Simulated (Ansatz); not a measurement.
```cif
data_structure
_symmetry_space_group_name_H-M 'P 1'
_symmetry_Int_Tables_number 1
_cell_length_a 2.9826
_cell_length_b 2.9826
_cell_length_c 8.4211
_cell_angle_alpha 90.000
_cell_angle_beta 90.000
_cell_angle_gamma 119.966
_cell_volume 64.90
loop_
_atom_site_label
_atom_site_type_symbol
_atom_site_fract_x
_atom_site_fract_y
_atom_site_fract_z
_atom_site_occupancy
Be1 Be 0.33333 0.66667 0.00000 1
Ga1 Ga 0.99969 0.00031 0.32608 1
Ga2 Ga 0.99969 0.00031 0.67392 1
C1 C 0.99991 0.00009 0.92038 1
C2 C 0.99991 0.00009 0.07962 1
```

Space group P-6m2; a structure generated by program, which may or may not match a known phase; changed on purpose from its base cell (the structure that the rattled cell fell into).

All numbers below come from DFT PBE, scalar-relativistic, plane waves, PAW in Ansatz.

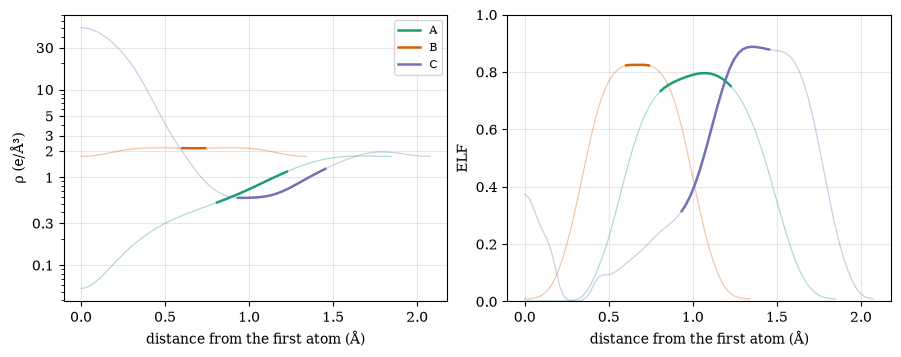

BeGa2C2. Valence pseudo-density and ELF along straight lines between neighbouring atoms. Thin, pale parts lie inside the atomic spheres.

The density is the valence pseudo-density of a PAW calculation; it isn't the true density close to the nuclei.

Which curve belongs to which contact (Be–C, C–C and Ga–C)? The first atom named is at distance zero.

Answer. Curve A: Be–C (1.85 Å): ρ at the midpoint is about 0.63 e/Å³; the ELF peaks at about 0.80 in the valence shell of C, 0.8 Å from its nucleus, and is about 0.75 at the midpoint. Curve B: C–C (1.34 Å): the density is about 2.1 e/Å³ at the midpoint; the ELF peaks at about 0.85 between the atoms. Curve C: Ga–C (2.08 Å): the density is about 0.59 e/Å³ at the midpoint; the ELF peaks at about 0.90 in the valence shell of C, 0.7 Å from its nucleus, and is about 0.45 at the midpoint.
